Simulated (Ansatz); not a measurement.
Partial pair distribution functions of a relaxed model of amorphous In9Ga9Zn9O35H2, broadened by 0.06 Å; density 5.89 g/cm³. These are PBE, scalar-relativistic without spin-orbit coupling (plane waves to 420 eV, PAW; Ansatz, a program for electronic structure) values and carry that method's errors. The usual formal charges leave 4 electrons over, so the level spacing at the Fermi energy parts defect or band states and needn't be the band gap.

The cell was made by melting and quenching with the CHGNet potential and then relaxed with DFT. O atoms were pushed apart under 1.9 Å during the dynamics, to hinder bonds among them. The hot cell started wider than the set density and was brought back towards it in steps. It is the lowest in DFT energy of 2 quenches. It is a model cell: composition and starting density were chosen by hand, and all elements were melted together. No dispersion term was used. Its density started from a set value of 5.89 and ended at 5.89 g/cm³. The simulated quench (nominally 530 K/ps over its main leg) is rapid and tends to freeze in more defects than a deposited or slowly cooled glass has. One small periodic cell is one sample of the glass; other quenches scatter about these values. The volume was held where the preparation left it and the shape relaxed, at a PBE pressure of 5.1 GPa. Stress components on the final sampling reach 5.1 GPa. On a 2×2×2 Γ-centred mesh force components of up to 0.27 eV/Å stay, since the relaxation ran on the zone centre alone.

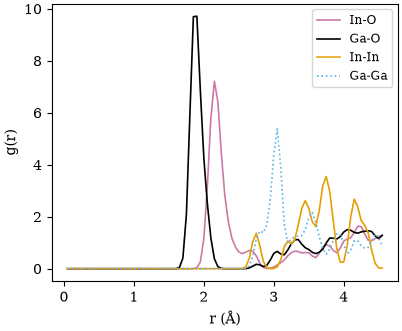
*Partial pair distribution functions*

Highest peaks under 4.5 Å: In-O near 2.15 Å, Ga-O near 1.90 Å, In-In near 3.75 Å, Ga-Ga near 3.05 Å; pairs of few atoms are noisy.

Within 2.88 Å each In has 5.44 O neighbours on average.
